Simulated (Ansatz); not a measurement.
Si$_{2}$NH$_{9}$: geometry relaxation (part 2 of 2)

Continued. System: Si$_{2}$NH$_{9}$. Method: RKS B3LYP-D4/6-31G* (Ansatz 0.2.0). The input holds or restrains some coordinates. Forces given for the steps count only the free coordinates. It belongs to a series of runs on one base structure; here: pulled along the bonds that form and break, towards end B.

**Trajectory as extended XYZ, continued**
```
12
Properties=species:S:1:pos:R:3:forces:R:3 step=6 energy=-17391.54104
Si   -0.4682    0.0855   -0.3240   -0.6899   0.0561  -0.1465
H     0.1812   -0.1410    2.2820    1.0893   0.0408   0.4280
H     1.0602   -0.0059   -0.0241   -1.1238   0.0428   0.6485
H    -0.5591    1.4431   -0.9420    0.1971  -0.3220  -0.4879
H    -0.6795   -1.2483   -0.9781    0.0564   0.4536  -0.5420
N    -2.0232    0.0972    0.6008    1.9089   1.2359   0.3198
H    -2.5344   -0.7307    0.4546   -0.7168  -1.3340  -0.1444
Si   -2.5466    1.0849    1.9429   -0.0493   0.0822   0.1673
H    -3.1559    0.2495    3.0278   -0.0094   0.0079  -0.1909
H    -1.3766    1.7673    2.5606   -0.0701   0.0920  -0.1640
H    -3.5257    2.1278    1.5630   -0.1400   0.0701  -0.0796
H    -0.5119   -0.3294    2.2438   -0.4527  -0.4253   0.1919
12
Properties=species:S:1:pos:R:3:forces:R:3 step=7 energy=-17391.99018
Si   -0.4963    0.1006   -0.3363   -0.7692   0.0302  -0.0223
H     0.2174   -0.1754    2.2362    0.8705   0.0240   0.4035
H     0.9465    0.0044    0.1394   -0.6820   0.0482   0.3312
H    -0.5360    1.4087   -1.0435    0.0866  -0.1661  -0.3021
H    -0.6765   -1.1679   -1.1075    0.0291   0.3217  -0.2898
N    -1.9908    0.0863    0.6568    1.1880   0.3190  -0.2798
H    -2.4966   -0.7723    0.5289   -0.2552  -0.3880   0.0020
Si   -2.5470    1.1100    1.9535   -0.0280  -0.0074   0.0274
H    -3.1701    0.2622    3.0137   -0.0186   0.0448  -0.0707
H    -1.3805    1.8117    2.5480   -0.0435   0.1050  -0.0619
H    -3.5410    2.1330    1.5368   -0.0475   0.0186  -0.0475
H    -0.4688   -0.4011    2.2814   -0.3302  -0.3500   0.3099
12
Properties=species:S:1:pos:R:3:forces:R:3 step=8 energy=-17392.18462
Si   -0.5138    0.1199   -0.3492   -0.7920  -0.0250   0.3344
H     0.2271   -0.3310    2.1861    1.2110   0.1428   0.1563
H     0.8566    0.1074    0.2518   -0.2719   0.0229   0.0990
H    -0.5947    1.3799   -1.1370    0.0353  -0.0692  -0.1435
H    -0.6246   -1.1038   -1.1948   -0.0095   0.1769  -0.0961
N    -1.8937   -0.0004    0.7836    0.2327   0.0378  -0.9856
H    -2.5687   -0.6996    0.4595    0.2361   0.2043   0.1708
Si   -2.5231    1.1226    1.9618    0.0465  -0.1333   0.0339
H    -3.1378    0.3262    3.0654   -0.0259   0.1162  -0.0288
H    -1.3992    1.9326    2.5021   -0.0011  -0.0324  -0.0656
H    -3.5510    2.0741    1.4512   -0.0263  -0.0289  -0.0474
H    -0.4168   -0.5278    2.4269   -0.6348  -0.4120   0.5726
12
Properties=species:S:1:pos:R:3:forces:R:3 step=9 energy=-17392.24055
Si   -0.5256    0.1293   -0.3097   -0.5905   0.1514   0.1953
H     0.3769   -0.4604    2.1602    1.1354   0.0452   0.2616
H     0.8297    0.1407    0.3278   -0.3000   0.0440  -0.0927
H    -0.5935    1.3726   -1.1282   -0.0070  -0.0692  -0.0846
H    -0.6169   -1.0883   -1.1616   -0.0101   0.0876  -0.0567
N    -1.9163    0.0163    0.8035    0.2249  -0.1479  -0.8848
H    -2.5780   -0.7021    0.4880    0.2907   0.2526   0.2062
Si   -2.5682    1.1500    1.9543    0.0612  -0.0427   0.1031
H    -3.1934    0.3874    3.0767    0.0047   0.0883  -0.0607
H    -1.4476    1.9789    2.4725    0.0065  -0.0344  -0.0329
H    -3.5990    2.0826    1.4136   -0.0150  -0.0344  -0.0458
H    -0.3079   -0.6068    2.3104   -0.8007  -0.3405   0.4921
12
Properties=species:S:1:pos:R:3:forces:R:3 step=10 energy=-17392.27158
Si   -0.5303    0.1770   -0.2898   -0.7811   0.1038   0.0866
H     0.3430   -0.6366    2.1129    1.4725  -0.0027   0.1557
H     0.7892    0.3290    0.3812   -0.1333   0.0188  -0.0213
H    -0.6655    1.3596   -1.1895   -0.0305  -0.0613  -0.0059
H    -0.5335   -1.0721   -1.1010    0.0434   0.0546   0.0108
N    -1.9167    0.0190    0.8222    0.4611   0.0463  -0.8634
H    -2.5341   -0.7506    0.5693    0.0989   0.0838   0.0625
Si   -2.5580    1.1756    1.9444   -0.0410   0.0337   0.0813
H    -3.1825    0.4591    3.0931    0.0043   0.0385  -0.0192
H    -1.4199    2.0040    2.4207   -0.0080   0.0216  -0.0085
H    -3.5925    2.0838    1.3707   -0.0022   0.0225   0.0050
H    -0.3391   -0.7478    2.2733   -1.0842  -0.3595   0.5163
12
Properties=species:S:1:pos:R:3:forces:R:3 step=11 energy=-17392.31127
Si   -0.5306    0.2142   -0.2710   -0.8019   0.0718   0.1491
H     0.3449   -0.8225    2.0404    1.5642  -0.0893   0.1305
H     0.7442    0.5173    0.4309   -0.0909   0.0282  -0.0121
H    -0.7294    1.3091   -1.2652   -0.0227  -0.0632   0.0086
H    -0.4165   -1.0879   -0.9890    0.0268   0.0855   0.0538
N    -1.9229    0.0499    0.8340    0.5402   0.1036  -0.8215
H    -2.4862   -0.7759    0.6520    0.0197   0.0577   0.0238
Si   -2.5689    1.2165    1.9412   -0.0299   0.0442   0.0810
H    -3.1929    0.5152    3.0986    0.0012   0.0145  -0.0196
H    -1.4325    2.0530    2.4105   -0.0154   0.0254  -0.0135
H    -3.6022    2.1191    1.3585   -0.0099   0.0273   0.0018
H    -0.3468   -0.9079    2.1666   -1.1812  -0.3057   0.4180
12
Properties=species:S:1:pos:R:3:forces:R:3 step=12 energy=-17392.35378
Si   -0.5277    0.2300   -0.2528   -0.7637   0.0420   0.1595
H     0.3671   -1.0009    1.9586    0.9339  -0.3090   0.1755
H     0.7150    0.6316    0.4648   -0.1503   0.0069  -0.0548
H    -0.7671    1.2643   -1.3062    0.0125  -0.1102   0.0396
H    -0.3369   -1.1055   -0.9025   -0.0006   0.1963   0.0951
N    -1.9299    0.0662    0.8432    0.6550   0.2402  -0.7296
H    -2.4786   -0.7698    0.6796   -0.0520  -0.0371   0.0032
Si   -2.5805    1.2407    1.9415   -0.0052   0.0424   0.0812
H    -3.2041    0.5435    3.1016   -0.0030   0.0159  -0.0225
H    -1.4500    2.0880    2.4091   -0.0154  -0.0022  -0.0213
H    -3.6115    2.1439    1.3561   -0.0241   0.0115  -0.0130
H    -0.3356   -0.9320    2.1144   -0.5871  -0.0966   0.2872
12
Properties=species:S:1:pos:R:3:forces:R:3 step=13 energy=-17392.37079
Si   -0.5203    0.2547   -0.2251   -0.7690   0.0439   0.2983
H     0.3772   -1.1660    1.8578    1.3182  -0.3897   0.0598
H     0.6847    0.7570    0.4891   -0.0896  -0.0082  -0.0324
H    -0.7961    1.2069   -1.3376   -0.0037  -0.0304  -0.0116
H    -0.2623   -1.0996   -0.7959   -0.0034   0.1379   0.0440
N    -1.9167    0.0978    0.8792    0.5814   0.0812  -0.7499
H    -2.4256   -0.7748    0.7741   -0.0234   0.0684  -0.0089
Si   -2.6006    1.2852    1.9408    0.0087   0.0729   0.1117
H    -3.2314    0.5982    3.1024   -0.0005   0.0080  -0.0149
H    -1.4903    2.1593    2.4084   -0.0244   0.0072  -0.0156
H    -3.6383    2.1648    1.3298   -0.0099  -0.0044  -0.0266
H    -0.3202   -1.0832    1.9844   -0.9845   0.0132   0.3463
12
Properties=species:S:1:pos:R:3:forces:R:3 step=14 energy=-17392.37232
Si   -0.5149    0.2597   -0.1971   -0.9161   0.1371   0.2946
H     0.3572   -1.2757    1.8099    1.5595  -0.5983  -0.0205
H     0.6198    0.8540    0.5495   -0.0108   0.0009  -0.0020
H    -0.8057    1.1537   -1.3523    0.0175  -0.0048  -0.0367
H    -0.1670   -1.0839   -0.7211    0.0143   0.0022  -0.0066
N    -1.9322    0.0848    0.8803    0.5689   0.1467  -0.6415
H    -2.4998   -0.7412    0.7055    0.0399   0.1020   0.0031
Si   -2.5897    1.2894    1.9475    0.0204  -0.0128  -0.0132
H    -3.1703    0.6360    3.1529   -0.0083   0.0055  -0.0003
H    -1.4660    2.1809    2.3401   -0.0152  -0.0012  -0.0035
H    -3.6578    2.1394    1.3458   -0.0144   0.0024   0.0005
H    -0.3133   -1.0970    1.9464   -1.2556   0.2203   0.4260
```

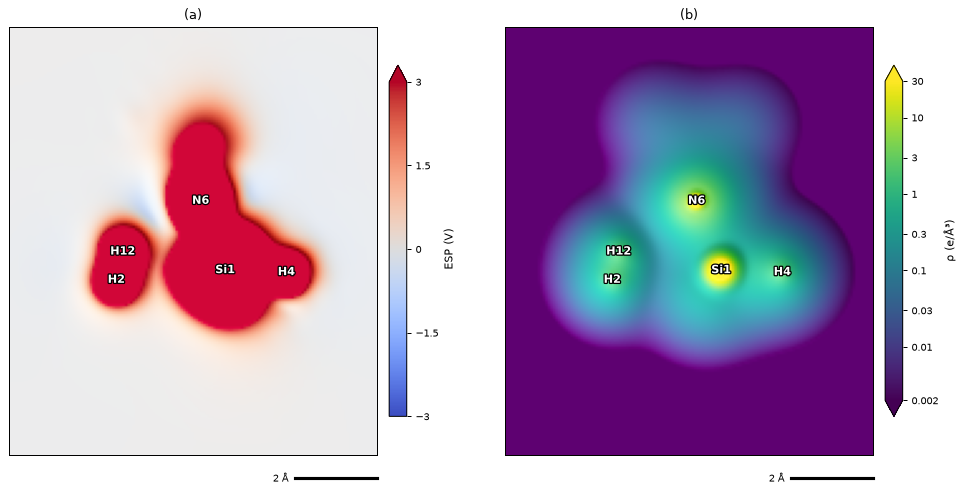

Figure 1. (a) electrostatic potential; (b) total electron density on the plane of atoms H4, Si1 and N6. Atoms in the plane: Si, H and N. Si1···H12 (2.54 Å): ρ is about 0.13 e/Å³ halfway, with its minimum of 0.1 e/Å³ about 1.5 Å from Si; a non-bonded, intermolecular contact. H–H (0.71 Å): ρ is about 1.8 e/Å³ halfway. Si–H (1.49 Å): ρ at the midpoint is about 0.77 e/Å³.

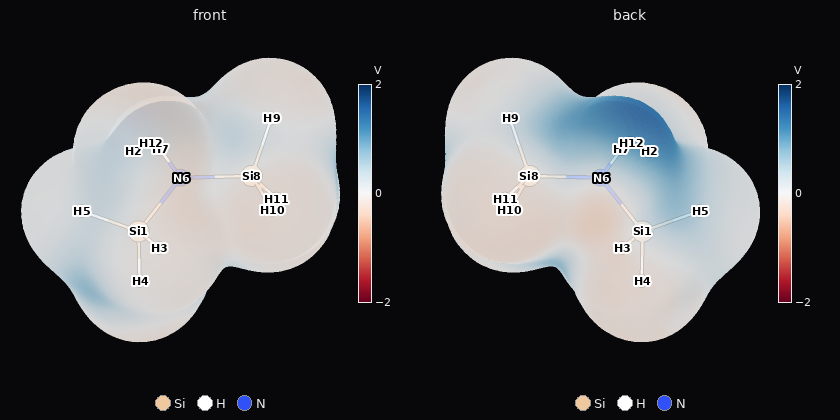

Figure 2. The molecular electrostatic potential painted on the density surface at 0.001 e/bohr³, seen at a tilt and from behind; the colour scale runs from red (negative) to blue (positive). A positive charge is drawn to the negative regions and a negative charge to the positive ones.

The run was set up as follows.

**The input**
```yaml
crystal:
  periodic: [false, false, false]
  atoms:
    - { symbol: Si, position_ang: [0.0, 0.0, 0.0] }
    - { symbol: H, position_ang: [0.0, 0.0, 1.81] }
    - { symbol: H, position_ang: [1.3768, 0.0, -0.4862] }
    - { symbol: H, position_ang: [-0.6877, 1.1914, -0.4862] }
    - { symbol: H, position_ang: [-0.6877, -1.1914, -0.4862] }
    - { symbol: "N", position_ang: [-2.0118, 0.0, 0.6685] }
    - { symbol: H, position_ang: [-2.7319, -0.6071, 0.1822] }
    - { symbol: Si, position_ang: [-2.5026, 1.0424, 2.0773] }
    - { symbol: H, position_ang: [-3.1705, 0.2206, 3.0824] }
    - { symbol: H, position_ang: [-1.3164, 1.6591, 2.6639] }
    - { symbol: H, position_ang: [-3.4153, 2.0851, 1.6175] }
    - { symbol: H, position_ang: [-0.9927, 0.0, 1.7642] }
basis:
  gaussian: { orbitals: "6-31G*" }
hamiltonian:
  xc: b3lyp
  dispersion: d4
relax:
  f_tol: 0.15
  max_steps: 25
  restrain:
    - { distance: [0, 5], at: 1.82, k: 30.0 }
    - { distance: [11, 1], at: 0.66, k: 30.0 }
    - { distance: [0, 1], at: 2.66, k: 30.0 }
    - { distance: [11, 5], at: 2.26, k: 30.0 }
output:
  orbitals: {}
```

Launch command:
```bash
ansatz run input.yaml --threads 1 --pin off --max-ram 2048MiB --backend cpu --events-out ev --progress --plain --runs-dir out
```

**Summary**

```tsv
quantity	value
outcome	converged under the restraints of the input
total energy	−17392.3726 eV
mean-field energy	−17391.9913 eV
largest force (length of the vector) at the end, held atoms and coordinates included	1.670 eV/Å
hardware	1 thread of Intel Xeon (Granite Rapids), 32 GiB of memory available, shared host
wall time	28 s
peak memory	0.16 GiB
```
